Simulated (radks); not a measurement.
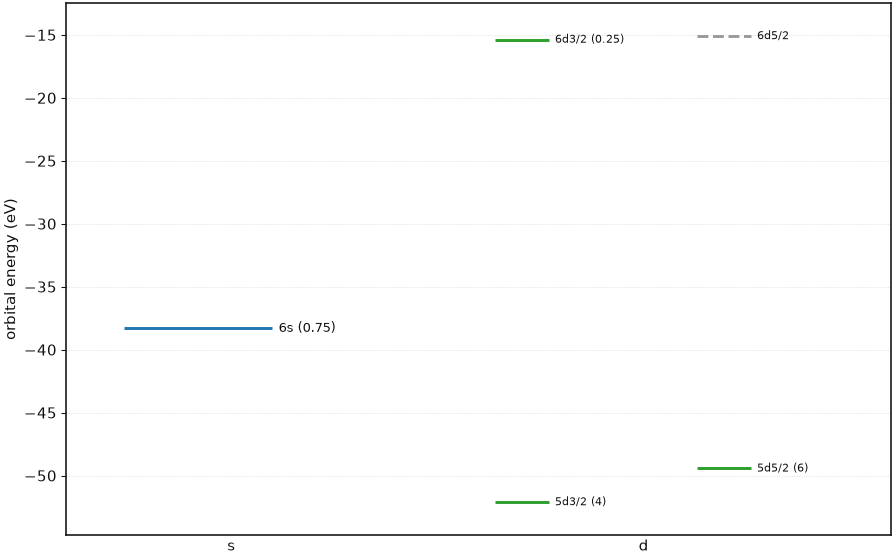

The outer levels are drawn (occupations in brackets, the lower j at the left of each column, empty levels dashed). The highest occupied level is 6d3/2 at −15.4 eV. From the top down the occupied levels run 6d3/2 (−15.4 eV), 6s (−38.3 eV), 5d5/2 (−49.4 eV), 5d3/2 (−52.1 eV). The lowest empty level drawn is 6d5/2 at −15.1 eV. Spin-orbit splittings: 6d 0.283 eV, 5d 2.67 eV.

**Run report: Pb³⁺, atomic calculation**

System: the Pb³⁺ ion in the configuration [Xe] 4f14 5d10 6s0.75 6d0.25 (6d3/2: 0.25).
Method: Dirac Kohn-Sham, B86b exchange with PBE correlation, spin-unpolarised, spherical densities, finite nucleus (the in-house radial solver radks).

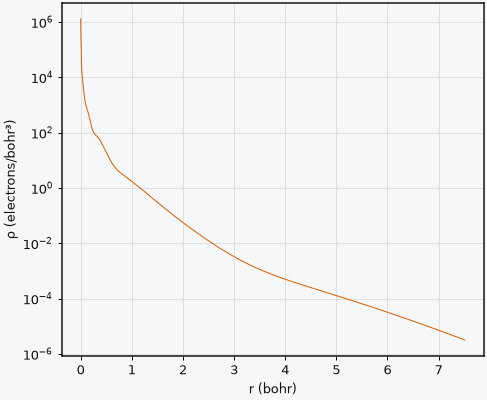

The electron density ρ(r) on a logarithmic scale. The density falls from 1.3×10⁶ electrons/bohr³ at the inner end (r = 0.00061 bohr) to 0.001 at r = 3.57 bohr, a common measure of the size of an atom or ion. The highest occupied orbital, 6d3/2 (⟨r⟩ = 3.72 bohr, −15.4 eV), is also the most diffuse and sets the fall-off far out: over the last part drawn ln ρ falls by 1.5 per bohr, against 2√(−2ε) = 2.1 for the pure exponential. The steps in the slope mark the shells; the radial density has its minima at 0.021, 0.088 and 0.25 bohr.

These pictures come from the run below.

Input:
```
Z 82
configuration [Xe] 4f14 5d10 6s0.75 6d0.25
relativity Dirac
functional b86_mgc,pbe
spin unpolarised
j_filling energy
nucleus finite rms 5.5012 fm
c 137.035999084
```

Energies in input and log are in hartree, lengths in bohr (the nuclear radius in fm).

Log:
```
1s1/2   1   2.0000       -3232.26742581
2s1/2   1   2.0000        -578.56601055
2p1/2   1   2.0000        -555.90479970
2p3/2   1   4.0000        -475.43735099
3s1/2   1   2.0000        -139.70688466
3p1/2   1   2.0000        -129.42152148
3p3/2   1   4.0000        -111.46821710
3d3/2   1   4.0000         -94.46895291
3d5/2   1   6.0000         -90.64823443
4s1/2   1   2.0000         -32.47837812
4p1/2   1   2.0000         -28.01511438
4p3/2   1   4.0000         -23.62105991
4d3/2   1   4.0000         -16.32836282
4d5/2   1   6.0000         -15.50811042
4f5/2   1   6.0000          -6.06992333
4f7/2   1   8.0000          -5.88498785
5s1/2   1   2.0000          -6.37322779
5p1/2   1   2.0000          -4.84934600
5p3/2   1   4.0000          -4.02792313
5d3/2   1   4.0000          -1.91418081
5d5/2   1   6.0000          -1.81591186
6s1/2   1   0.7500          -1.40585182
6d3/2   1   0.2500          -0.56433004
6d5/2   1   0.0000          -0.55392030
Etot -20921.938761562866
Ekin 24328.143255404448
Encl -52844.46773325317
Eh 7985.146482982767
Exc -390.76076669690787
err 1.592141498499249e-08
it 14
```

Orbitals:

```tsv
orbital	occupation	energy (eV)	⟨r⟩ (bohr)	outer maximum (bohr)
1s	2	−87954.5	0.01606	0.00984
2s	2	−15743.6	0.06692	0.0574
2p1/2	2	−15126.9	0.05487	0.0420
2p3/2	4	−12937.3	0.06379	0.0497
3s	2	−3801.6	0.1740	0.161
3p1/2	2	−3521.7	0.1644	0.150
3p3/2	4	−3033.2	0.1807	0.166
3d3/2	4	−2570.6	0.1570	0.129
3d5/2	6	−2466.7	0.1619	0.133
4s	2	−883.782	0.3841	0.363
4p1/2	2	−762.330	0.3853	0.360
4p3/2	4	−642.762	0.4198	0.392
4d3/2	4	−444.317	0.4245	0.383
4d5/2	6	−421.997	0.4356	0.393
5s	2	−173.424	0.8544	0.790
4f5/2	6	−165.171	0.4507	0.348
4f7/2	8	−160.139	0.4570	0.352
5p1/2	2	−131.957	0.9124	0.828
5p3/2	4	−109.605	1.003	0.905
5d3/2	4	−52.088	1.250	1.05
5d5/2	6	−49.413	1.291	1.08
6s	0.75	−38.255	2.087	1.88
6d3/2	0.25	−15.356	3.716	3.33
6d5/2	0	−15.073	3.791	3.41
```

Results in brief:

- outcome: converged
- total energy: −20921.9388 hartree
- kinetic energy: 24328.1433 hartree
- electron–nucleus energy: −52844.4677 hartree
- Hartree energy: 7985.1465 hartree
- exchange–correlation energy: −390.760767 hartree
- radius at density 0.001 e/bohr³: 3.57 bohr
- SCF iterations: 14
- hardware: 1 CPU thread, shared host
